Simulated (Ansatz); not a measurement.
# What (KCl)2(SnTe)1 [001] superlattice, started as rocksalt type distorts into

Aim: this structure of (KCl)2(SnTe)1 [001] superlattice, started as rocksalt type is to be tested for unstable modes, and one is followed downhill.

Main program and level: Ansatz 0.2.0; DFT PBEsol, scalar-relativistic, plane waves, PAW.

The structure was built from a prototype and need not be the compound's stable phase.

### Step 1. Set-up

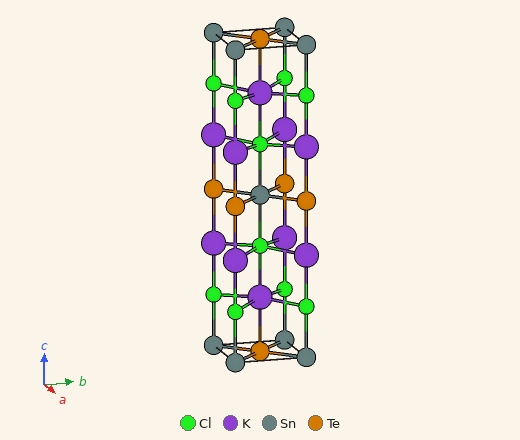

The cell as given, slightly off an axis (chlorine green, potassium purple, tin teal, tellurium orange). This picture shows the conventional cell, with its axes. Some periodic images of atoms are drawn too.

### Step 2. Zone-centre response

The cell comes from relaxations at this level that are not shown. The zone centre is the only wavevector solved here; it holds the modes that light can see, as far as symmetry allows. No field response is asked.

The input, input.yaml:

```yaml
crystal:
  lattice:
    - [3.1247977111, 3.1247977111, 0.0]
    - [-3.1247977111, 3.1247977111, 0.0]
    - [3.1247977111, 0.0, 9.5877745561]
  atoms:
    - { symbol: Cl, position: [0.5043161203, 0.4956838797, -0.0086322405] }
    - { symbol: Cl, position: [0.8290172131, 0.1709827869, 0.3419655739] }
    - { symbol: K, position: [-0.0064938357, 0.0064938357, 0.0129876715] }
    - { symbol: K, position: [0.3398271691, 0.6601728309, 0.3203456619] }
    - { symbol: Sn, position: [0.6666666667, 0.3333333333, 0.6666666667] }
    - { symbol: Te, position: [0.1666666667, 0.8333333333, 0.6666666667] }
kpoints:
  mp_grid: { grid: [8, 8, 8] }
hamiltonian:
  xc: pbesol
scf:
  occupations: { method: fixed }
output:
  eigenvalues: true
phonons:
  method: dfpt
```

The run is started by

```bash
$ ansatz run input.yaml --threads 8 --pin off --max-ram 14336MiB --backend cpu --events-out ev --progress --plain --runs-dir out
```

Numbers of over 12 decimals in the logs are rounded to 6 here.

What it wrote:

```text
Warning: crystal.symmetry: narrowed to the stabiliser of the run's FFT grids — unitary ops 16 → 4. A phonons.method: dfpt run fills in the rows of the dynamical matrix that it does not solve by its symmetry operations, which is exact only for operations that map its FFT grids onto themselves: filled in by any other, the frequencies could depend on the order in which like atoms are typed, or, by more than the grids' own error, on where the crystal sits among the grids' points. Excluded: 12 operations. The run can therefore solve more perturbations, solve them on more k-points, or both, and cost more. [rest of the remark cut]
Engine: ansatz 0.2.0, x86_64-unknown-linux-gnu
Pseudopotentials: kind: paw
Pseudopotential: Cl, paw, valence charge 7, recommended cutoff 420 eV (normal), Cl.paw.azcp
Pseudopotential: K, paw, valence charge 9, recommended cutoff 420 eV (normal), K.paw.azcp
Pseudopotential: Sn, paw, valence charge 14, recommended cutoff 420 eV (normal), Sn.paw.azcp
Pseudopotential: Te, paw, valence charge 16, recommended cutoff 420 eV (normal), Te.paw.azcp
Functional definition: PBEsol
  exchange = pbesol_x
  correlation = pbesol_c
Crystal: 6 atoms, lattice volume = 187.237 Å³
Basis set: ecut = 420 eV, 3697 PW (Γ), exchange–correlation on 60×60×144 points (8 copies of the dense FFT grid, shifted against one another)
Bands: 38, of which v1, the nominal top of the filled ones, is band 31 counted from 1 (30 counted from 0)
Symmetry: 16 space group operations
k-points: 150 of 512 (irreducible under 2 space group operations, time reversal used)
Non-local potential: Cl, projectors of the file, l = 0: 2, l = 1: 2, l = 2: 2
Non-local potential: K, projectors of the file, l = 0: 3, l = 1: 2, l = 2: 2
Non-local potential: Sn, projectors of the file, l = 0: 2, l = 1: 2, l = 2: 2, l = 3: 2
Non-local potential: Te, projectors of the file, l = 0: 2, l = 1: 2, l = 2: 2, l = 3: 2
PAW form: soft (Blöchl's): semilocal exchange-correlation on the pseudo side does not see the compensation charge
PAW frozen core: Cl, regenerated for the run's functional, and the local potential with it (the file was generated under x = pbe(κ = 0.804, μ = 0.219515), c = pbe(β = 0.066725))
PAW frozen core: K, regenerated for the run's functional, and the local potential with it (the file was generated under x = pbe(κ = 0.804, μ = 0.219515), c = pbe(β = 0.066725))
PAW frozen core: Sn, regenerated for the run's functional, and the local potential with it (the file was generated under x = pbe(κ = 0.804, μ = 0.219515), c = pbe(β = 0.066725))
PAW frozen core: Te, regenerated for the run's functional, and the local potential with it (the file was generated under x = pbe(κ = 0.804, μ = 0.219515), c = pbe(β = 0.066725))
PAW one-centre angular grid: Cl, 110 points (default); XC on 64 Gauss nodes
PAW one-centre angular grid: K, 110 points (default); XC on 64 Gauss nodes
PAW one-centre angular grid: Sn, 590 points (default); XC on 64 Gauss nodes
PAW one-centre angular grid: Te, 590 points (default); XC on 64 Gauss nodes
Initial density: superposition of atomic densities (neutral atoms: chi_scale 0, normalization atom), corrected by the library's trained network
Initial wavefunctions: pseudopotential atomic-orbital guess
Functional: x = pbesol(κ = 0.804, μ = 0.123457), c = pbesol(β = 0.046)
SCF iter   1: F=—  HF=-18012.698797 eV  |F-HF|=—  |Δ(HF+E_count)|=         —  Δρ=4.20e-3  dr2=9.03e-2  ethr=1.77e-3  ⟨swp⟩=5.1  Hψ=21689  notcnv=0  defer=673
preconditioner: auto → Resta (q_TF=auto, 2.269 Å⁻¹)  ε∞=2.9  [insulator: Δε(μ)=0.463 eV  Ē_g=11.990 eV  n_scr=42 (ndim 8)  ℏωp=16.7 eV  f_vac=0.078  ε∞_Penn≈2.9]
SCF iter   2: F=—  HF=-18012.672932 eV  |F-HF|=—  |Δ(HF+E_count)|=   2.59e-2  Δρ=1.50e-3  dr2=1.15e-2  ethr=1.46e-4  ⟨swp⟩=2.6  Hψ=8301  notcnv=0  defer=749
SCF iter   3: F=—  HF=-18012.669354 eV  |F-HF|=—  |Δ(HF+E_count)|=   3.58e-3  Δρ=4.83e-4  dr2=1.07e-3  ethr=1.85e-5  ⟨swp⟩=3.7  Hψ=8014  notcnv=0  defer=749
SCF iter   4: F=—  HF=-18012.669133 eV  |F-HF|=—  |Δ(HF+E_count)|=   2.21e-4  Δρ=1.35e-4  dr2=4.84e-5  ethr=1.72e-6  ⟨swp⟩=2.3  Hψ=7372  notcnv=0  defer=749
SCF iter   5: F=—  HF=-18012.669144 eV  |F-HF|=—  |Δ(HF+E_count)|=   1.09e-5  Δρ=4.57e-5  dr2=4.71e-6  ethr=7.81e-8  ⟨swp⟩=2.0  Hψ=10018  notcnv=0  defer=723
SCF iter   6: F=—  HF=-18012.669146 eV  |F-HF|=—  |Δ(HF+E_count)|=   2.00e-6  Δρ=8.98e-6  dr2=2.48e-7  ethr=7.60e-9  ⟨swp⟩=2.5  Hψ=9837  notcnv=0  defer=546
SCF iter   7: F=—  HF=-18012.669146 eV  |F-HF|=—  |Δ(HF+E_count)|=   2.67e-7  Δρ=2.70e-6  dr2=1.59e-8  ethr=3.99e-10  ⟨swp⟩=2.0  Hψ=7053  notcnv=0  defer=552
SCF iter   8: F=—  HF=-18012.669146 eV  |F-HF|=—  |Δ(HF+E_count)|=   1.70e-8  Δρ=7.72e-7  dr2=1.66e-9  ethr=2.57e-11  ⟨swp⟩=2.0  Hψ=8968  notcnv=0  defer=551
SCF iter   9: F=—  HF=-18012.669146 eV  |F-HF|=—  |Δ(HF+E_count)|=  4.80e-10  Δρ=2.28e-7  dr2=1.26e-10  ethr=2.68e-12  ⟨swp⟩=2.0  Hψ=10018  notcnv=0  defer=551
SCF iter  10: F=-18012.669146 eV  HF=-18012.669146 eV  |F-HF|=1.82e-11  |Δ(HF+E_count)|=  1.56e-10  Δρ=6.84e-8  dr2=1.06e-11  ethr=1.00e-12  ⟨swp⟩=17.0  Hψ=41493  notcnv=0
SCF 1 converged in 10 iterations: F = -18012.669146 eV  dr2 = 1.06e-11
  greatest PAW one-centre occupation: 0.998 electrons in one spin orbital (limit 2), on the Te atom at site 5 (counted from 0), in its partial waves of l = 2
DFPT response loops at Γ: preconditioner auto → Resta (q_TF=auto, 2.269 Å⁻¹)  ε∞=11.3 (no band partly filled); β = 1.00, the filter's whole step (`scf.mixing.beta` (0.50) is not read by the response loops at its default; to damp them type it under 1.00, their step now; it binds the ground state too); Broyden in place of MSR1
SCF converged after 10 iterations
Free energy (F): -18012.669146 eV
Harris-Foulkes:  -18012.669146 eV  (|F-HF|=1.82e-11)
Internal energy: -18012.669146 eV  (E = F + TS)
E sigma→0 (E₀):  -18012.669146 eV
Fermi energy:    6.106042 eV
--- Per-component energies (eV) ---
  E_band       = -665.086945
  E_kinetic    = 1196.730214
  E_local      = -4698.542289  (includes V_loc(G=0)·N_el)
  E_nonlocal   = -253.904344
  E_hartree    = 2322.825641
  E_xc         = -983.206509
  E_vxc        = -772.915290  (∫ρ·V_xc dr)
  E_paw        = -11453.181815  (= ΣΔE_a)
  E_vpaw       = -782.106526  (= ΣTr[D̂ρ^β])
  E_aug_tail   = -0.000001  (compensation charges beyond the density's cutoff)
  E_ewald      = -4144.422332
  E_core_change = 1.032289  (= ΣΔE_core)
  E_smearing   = -0.000000  (= −TS)
  E_closure    = -0.000000  (closes the sum)
  Σ components = -18012.669146   (vs F -18012.669146, Δ=0.00e0)
--- Band table (eV; the first three rows and the last of 150) ---
  k-point 0: bands = [... 27 lower, 2.2695, 3.4108, 3.4108, 3.7970, 8.0016, 8.3237, 8.9974, 9.0528, ... 3 higher]
  k-point 1: bands = [... 27 lower, 2.2915, 3.4084, 3.4084, 3.7505, 7.9647, 8.4449, 8.8771, 9.2113, ... 3 higher]
  k-point 2: bands = [... 27 lower, 2.3559, 3.4027, 3.4027, 3.6294, 7.9484, 8.6815, 8.7728, 9.4284, ... 3 higher]
  k-point 149: bands = [... 27 lower, 2.0491, 2.1851, 2.3448, 4.3172, 7.5854, 8.6320, 9.4355, 9.4783, ... 3 higher]
--- Phonons (Γ-DFPT): 12 representative perturbations + reference, on 150 of 512 k-points (Σ response iterations 39) ---
  ASR residual: 5.182e-5 → 0.000e0 eV/Å²; symmetrization residual: 2.059e-5 eV/Å²
  The last average, over the group as it would stand without the narrowing to the FFT grids, took up to 7.455e-6 eV/Å² of the zone centre's force constants
  ASR residual per site (eV/Å²): 4.25e-5 4.25e-5 3.79e-5 3.79e-5 5.18e-5 3.09e-5
  Γ frequencies (cm⁻¹): -56.22 -56.22 0.00 0.00 0.00 38.45 39.68 39.68 50.23 50.23 80.63 127.29 137.85 137.85 139.35 139.35 143.19 146.53
  non-analytic LO–TO correction: not included (Born effective charges unavailable; polar crystals: no LO–TO splitting at Γ)
```

Run time: 98 s. Hardware: 8 threads of AMD EPYC 9R14 (Zen 4), shared host; peak memory 3.7 GiB; 11 min of CPU time.

The column dr2 measures how far the density is from self-consistency, as an energy; F and HF (Harris–Foulkes) agree once it is small.

Numbers from this step:

* gap on the k-mesh: 0.4720 eV
* volume per atom: 31.21 Å³
* sum-rule residual before enforcement: 5.18e-5 eV/Å²
* point group: 4/mmm
* highest optical mode at the zone centre (no LO-TO term): 146.5 cm⁻¹
* lowest optical zone-centre mode: -56.22 cm⁻¹

Without the LO-TO term. Patterns of degenerate modes are one choice out of their space. Modes at Γ, with each element's share of the kinetic energy (negative means imaginary):

| mode | frequency (cm⁻¹) | symmetry | Cl % | K % | Sn % | Te % |
| --- | --- | --- | --- | --- | --- | --- |
| 1 | -56.2 | Eu | 1 | 1 | 42 | 56 |
| 2 | -56.2 | Eu | 1 | 1 | 42 | 56 |
| 3 | 0.0 | acoustic | 18 | 20 | 30 | 32 |
| 4 | 0.0 | acoustic | 18 | 20 | 30 | 32 |
| 5 | 0.0 | acoustic | 18 | 20 | 30 | 32 |
| 6 | 38.5 | A2u | 50 | 2 | 48 | 0 |
| 7 | 39.7 | Eu | 23 | 38 | 27 | 11 |
| 8 | 39.7 | Eu | 23 | 38 | 27 | 11 |
| 9 | 50.2 | Eg | 44 | 56 | 0 | 0 |
| 10 | 50.2 | Eg | 44 | 56 | 0 | 0 |
| 11 | 80.6 | A2u | 27 | 2 | 21 | 51 |
| 12 | 127.3 | A1g | 76 | 24 | 0 | 0 |
| 13 | 137.8 | Eu | 58 | 41 | 0 | 0 |
| 14 | 137.8 | Eu | 58 | 41 | 0 | 0 |
| 15 | 139.3 | Eg | 56 | 44 | 0 | 0 |
| 16 | 139.3 | Eg | 56 | 44 | 0 | 0 |
| 17 | 143.2 | A2u | 6 | 76 | 1 | 17 |
| 18 | 146.5 | A1g | 24 | 76 | 0 | 0 |

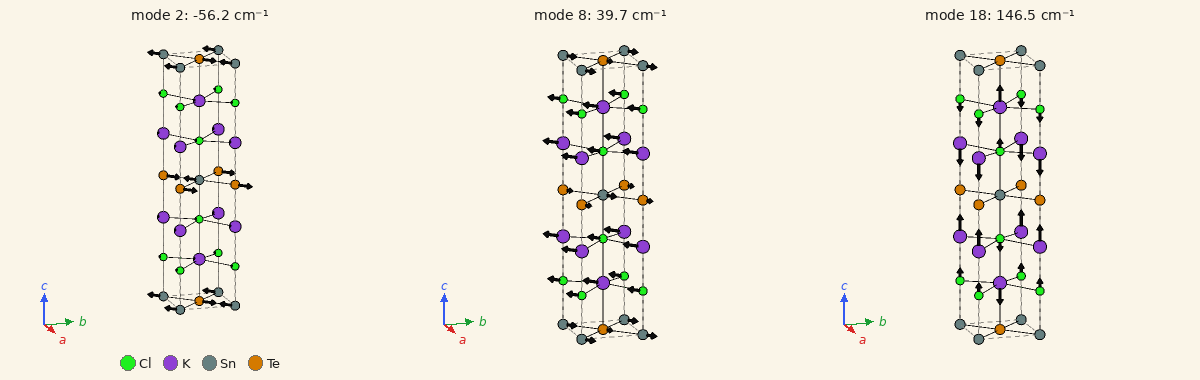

Displacement patterns of modes 2, 8 and 18 at Γ; arrows are exaggerated. Some periodic images of atoms are drawn too.

Before it was imposed, the acoustic sum rule was missed by 5.2e-5 eV/Å². Small misses are needed for a sound result but don't prove that mesh and cutoff are converged. The lowest optical mode is imaginary, 56.2i cm⁻¹, so the energy falls along it.

### Step 3. The mode frozen in, largest atomic shift 0 Å

The mode followed lies at Γ with frequency 56.2i cm⁻¹ and is 2-fold degenerate, the softest among the wavevectors solved. At small amplitude the distorted cell has space group no. 42 by a symmetry search on the positions. The undistorted cell that holds it gives the zero of energy on the same k mesh.

The input, input.yaml:

```yaml
crystal:
  lattice:
    - [3.1247977111, 3.1247977111, 0.0]
    - [-3.1247977111, 3.1247977111, 0.0]
    - [3.1247977111, 0.0, 9.5877745561]
  atoms:
    - { symbol: Cl, position: [0.5043161203, 0.4956838797, 0.9913677595] }
    - { symbol: Cl, position: [0.8290172131, 0.1709827869, 0.3419655739] }
    - { symbol: K, position: [0.9935061643, 0.0064938357, 0.0129876715] }
    - { symbol: K, position: [0.3398271691, 0.6601728309, 0.3203456619] }
    - { symbol: Sn, position: [0.6666666667, 0.3333333333, 0.6666666667] }
    - { symbol: Te, position: [0.1666666667, 0.8333333333, 0.6666666667] }
kpoints:
  mp_grid: { grid: [8, 8, 8] }
hamiltonian:
  xc: pbesol
scf:
  occupations: { method: gaussian, width: 0.02 }
output:
  forces: true
  stress: true
  eigenvalues: true
```

What it wrote:

```text
[...]
Crystal: 6 atoms, lattice volume = 187.237 Å³
Basis set: ecut = 420 eV, 3697 PW (Γ), exchange–correlation on 60×60×144 points (8 copies of the dense FFT grid, shifted against one another)
Bands: 38, of which v1, the nominal top of the filled ones, is band 31 counted from 1 (30 counted from 0)
Symmetry: 16 space group operations
[...]
k-points: 59 of 512
[...]
k-point 0: bands = [... 27 lower, 2.2695, 3.4108, 3.4108, 3.7970, 8.0015, 8.3237, 8.9975, 9.0528, ... 2 higher]
  k-point 1: bands = [... 27 lower, 2.2915, 3.4084, 3.4084, 3.7505, 7.9646, 8.4449, 8.8771, 9.2113, ... 2 higher]
  k-point 2: bands = [... 27 lower, 2.3559, 3.4028, 3.4028, 3.6294, 7.9483, 8.6815, 8.7728, 9.4284, ... 2 higher]
  k-point 58: bands = [... 27 lower, 2.1332, 2.1332, 2.3386, 4.3229, 7.5744, 8.8503, 8.8503, 10.3195, ... 2 higher]
[key lines of the parts left out:]
SCF converged after 7 iterations
Free energy (F): -18012.669146 eV
Fermi energy:    6.342521 eV
P = ⅓ Tr σ = -0.0001 GPa (-0.001 kbar)
```

Wall time 2 s (8 threads); peak memory 0.89 GiB; 14 s of CPU time.

Numbers from this step:

```yaml
pressure: -1.37e-4 GPa
energy_from_the_undistorted_cell: 0 meV/atom
```

At this level the gap is 0.47 eV on the k-mesh of the self-consistent run, which can miss the band edges.

### Step 4. The mode frozen in, largest atomic shift 0.08 Å

The atoms are moved along the unstable eigenvector, the largest shift by 0.08 Å, with the cell fixed.

input.yaml, the sections that differ from step 3:

```yaml
crystal:
  lattice:
    - [3.1247977111, 3.1247977111, 0.0]
    - [-3.1247977111, 3.1247977111, 0.0]
    - [3.1247977111, 0.0, 9.5877745561]
  atoms:
    - { symbol: Cl, position: [0.5024379442, 0.4975620558, 0.9913677595] }
    - { symbol: Cl, position: [0.827139037, 0.172860963, 0.3419655739] }
    - { symbol: K, position: [0.9918001831, 0.0081998169, 0.0129876715] }
    - { symbol: K, position: [0.3381211879, 0.6618788121, 0.3203456619] }
    - { symbol: Sn, position: [0.6551527157, 0.3448472843, 0.6666666667] }
    - { symbol: Te, position: [0.1794674953, 0.8205325047, 0.6666666667] }
# kpoints, hamiltonian, scf, output: as in step 3
```

What it wrote:

```text
[...]
Crystal: 6 atoms, lattice volume = 187.237 Å³
Basis set: ecut = 420 eV, 3697 PW (Γ), exchange–correlation on 60×60×144 points (8 copies of the dense FFT grid, shifted against one another)
Bands: 38, of which v1, the nominal top of the filled ones, is band 31 counted from 1 (30 counted from 0)
Symmetry: 4 space group operations
[...]
k-points: 95 of 512 (time reversal used)
[...]
k-point 0: bands = [... 27 lower, 2.2761, 3.3929, 3.4302, 3.7813, 8.0013, 8.3416, 8.8487, 9.0513, ... 2 higher]
  k-point 1: bands = [... 27 lower, 2.2965, 3.3905, 3.4279, 3.7353, 7.9683, 8.4586, 8.7799, 9.1543, ... 2 higher]
  k-point 2: bands = [... 27 lower, 2.3572, 3.3848, 3.4223, 3.6157, 7.9554, 8.6910, 8.6910, 9.3420, ... 2 higher]
  k-point 94: bands = [... 27 lower, 2.0366, 2.1861, 2.3931, 4.2932, 7.5809, 8.6319, 9.4323, 9.5043, ... 2 higher]
[key lines of the parts left out:]
SCF converged after 7 iterations
Free energy (F): -18012.673701 eV
Fermi energy:    6.338425 eV
P = ⅓ Tr σ = 0.1132 GPa (1.132 kbar)
```

It took 4.8 s on 8 threads; peak memory 0.97 GiB.

This step gave:

| Item | Value |
| --- | --- |
| pressure | 0.1132 GPa |
| gap on the k-mesh | 0.6118 eV |
| energy from the undistorted cell | -0.759 meV/atom |

The energy, extrapolated to zero smearing, is -0.76 meV/atom against the undistorted cell.

The run ends at a pressure of 0.11 GPa, with forces up to 0.022 eV/Å.

### Step 5. Energy along the mode, all amplitudes (two of the runs are shown above)

An imaginary frequency means negative curvature, so the energy should fall and then rise again as anharmonic terms take over.

Numbers from this step:

```
depth at the lowest point sampled  : 0.759 meV/atom
largest atomic shift at that point : 0.08 Å
```

Energy from the parent against largest atomic shift:

| largest atomic shift (Å) | energy from the parent (meV/atom) |
| --- | --- |
| 0.0000 | 0 |
| 0.0400 | -0.307 |
| 0.0800 | -0.759 |
| 0.1400 | 0.877 |
| 0.2200 | 15.6 |

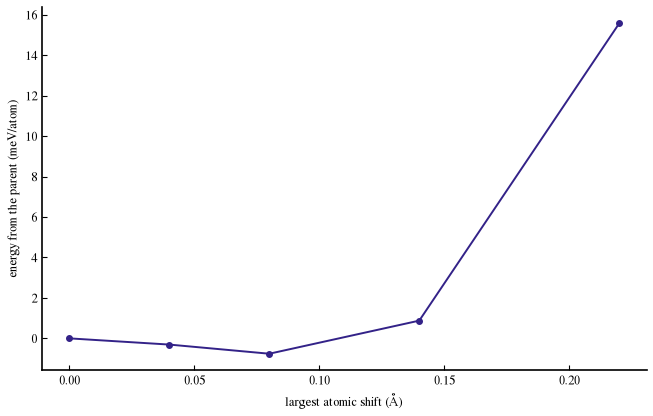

Energy from the parent, plotted against largest atomic shift.

Displacement at unit largest shift by atom:

| atom | x (Å) | y (Å) | z (Å) | size |
| --- | --- | --- | --- | --- |
| Cl1 | -0.15 | 0.00 | 0.00 | 0.15 |
| Cl2 | -0.15 | 0.00 | 0.00 | 0.15 |
| K3 | -0.13 | 0.00 | 0.00 | 0.13 |
| K4 | -0.13 | 0.00 | 0.00 | 0.13 |
| Sn5 | -0.90 | 0.00 | 0.00 | 0.90 |
| Te6 | 1.00 | 0.00 | 0.00 | 1.00 |

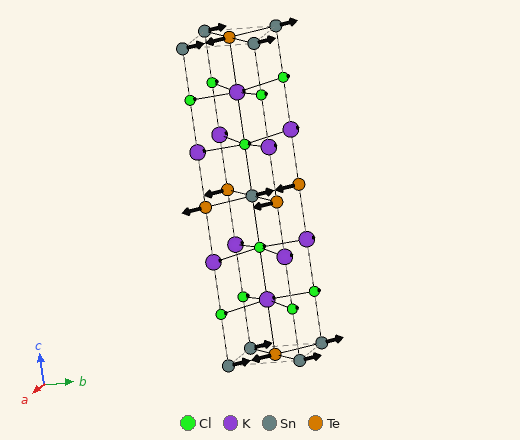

Displacement at unit largest shift as arrows, the longest 1 Å. Some periodic images of atoms are drawn too.

The lowest of the steps tried is at 0.08 Å, 0.759 meV/atom below the parent; the bottom of the well need not coincide with a step.

[end of part 1 of 2]

[Logs are printed without paths, hosts, clocks, repeated set-up lines and the standing remarks that a program may print on its own settings, such as how far it seeks lower states.]

[Hosts, paths, dates, database ids (printed as entryN), source tags and the programs' standing remarks are cut or masked in the printed files.]
